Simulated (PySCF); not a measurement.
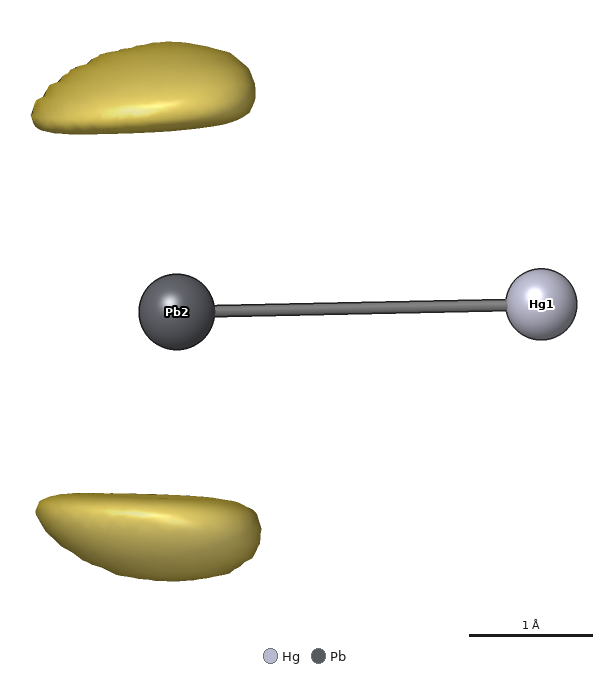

Figure 1: HgPb (charge +1, doublet). Isosurface of the electron localisation function at 0.85 (yellow), seen from one side. Only the valence region is drawn (cores and ρ < 0.01 e/Å³ removed).

Core potentials replace the inner electrons of Hg and Pb.

Theory: PBE0/def2-SVP, non-relativistic Hamiltonian with scalar-relativistic core potentials where named, at a bond length of 3.035 Å (PySCF 2.14.0).

### Where are the electrons localised?

The surface consists of two lobes on Pb, pointing away from the bonds (non-bonding electrons). Profiles from the grid: Hg–Pb (3.03 Å): the ELF is about 0.25 at the midpoint.
